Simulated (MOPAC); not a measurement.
**MNDO run of ZnSi2NH5 (SMILES [ZnH][SiH]1N[SiH2]1)**

We compute a geometry optimisation of ZnSi2NH5. 

The results are computed with MOPAC 23.2.5.

10 further runs of the same task are left out: 10 set aside as unsound or not needed.

### 1 Starting point

The species is ZnSi2NH5 (9 atoms), meant as a singlet with charge 0. As SMILES, `[ZnH][SiH]1N[SiH2]1`. All atoms were displaced at random from a relaxed shape. The run starts from this shape.

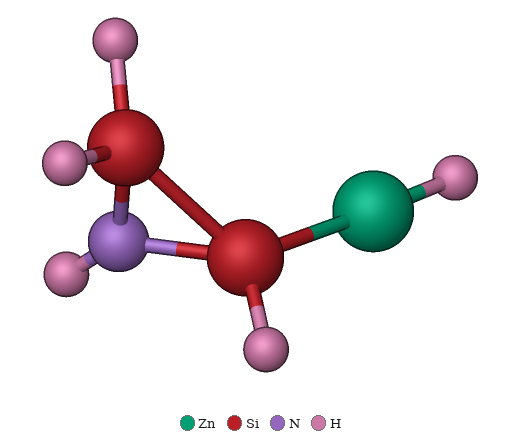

The structure, seen from a chosen angle (zinc teal, silicon red, nitrogen purple, hydrogen pink).

### 2 A structure relaxation at MNDO

The input, mol.mop:

```
MNDO GNORM=0.01 CYCLES=300 BONDS EF PRECISE DISP AUX(PRECISION=6) T=10M THREADS=1


Zn -0.093621 1 2.274659 1 -1.286107 1
Si 0.692672 1 0.542812 1 0.133425 1
N 0.404539 1 -1.103159 1 -0.361265 1
Si -0.657429 1 -1.046033 1 1.003884 1
H -0.652507 1 3.387074 1 -2.227993 1
H 1.995268 1 0.779315 1 0.813620 1
H 0.749266 1 -1.769260 1 -1.045050 1
H -2.109291 1 -1.160018 1 0.756791 1
H -0.306011 1 -1.886767 1 2.185038 1
```

Run with:

```bash
$ mopac mol.mop
```

**Question.** What will come out? Wanted: total energy at the end; dipole moment; HOMO energy; LUMO energy; HOMO–LUMO gap; heat of formation.

Computed results:

Level: MNDO.

```
               quantity          value
total energy at the end   -17.68134 Eh
          dipole moment         1.02 D
            HOMO energy       -7.85 eV
            LUMO energy        0.29 eV
          HOMO–LUMO gap        8.14 eV
      heat of formation  80.0 kcal/mol
```

**Reading.** At the final geometry: Bond lengths: Zn1–Si2 2.310 Å, Si2–N3 1.699 Å, Si2–Si4 2.199 Å, N3–Si4 1.697 Å, Zn1–H5 1.441 Å, Si2–H6 1.390 Å, N3–H7 0.978 Å, Si4–H8 1.382 Å, Si4–H9 1.382 Å. Some angles: Zn1–Si2–N3 124.3°, Zn1–Si2–Si4 130.6°, N3–Si2–Si4 49.6°, Si2–N3–Si4 80.7°, Si2–Si4–N3 49.7°, Zn1–Si2–H6 107.3°, N3–Si2–H6 112.4°, Si4–Si2–H6 119.8°, Si2–Zn1–H5 176.5°, Si2–N3–H7 136.8°. The optimisation took 54 steps and changed the energy by -0.551 eV.
